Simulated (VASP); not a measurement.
Band structure of BeSe (zinc blende). Computed with LDA (Ceperley-Alder, Perdew-Zunger) with spin-orbit coupling, VASP's LDA PAW potentials (set 64) (plane waves; VASP).

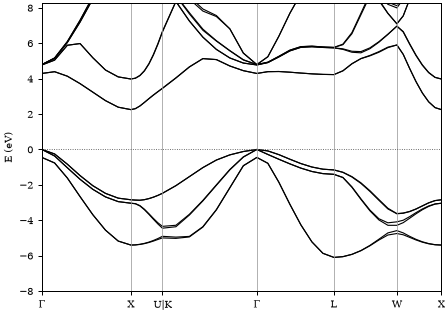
Bands along high-symmetry lines, zero at the valence-band maximum or, without a gap, the Fermi level

Task: Read the plot: is there a gap, and where are the band edges?

Result: The gap is indirect, 2.25 eV, from the valence maximum at Γ to the conduction minimum at X.

Measured: gap 4.00 eV (computed value off by -1.75 eV), as given by Das et al., (2018), arXiv:1807.05623.

The compound is BeSe in the zinc blende structure. It was relaxed first.
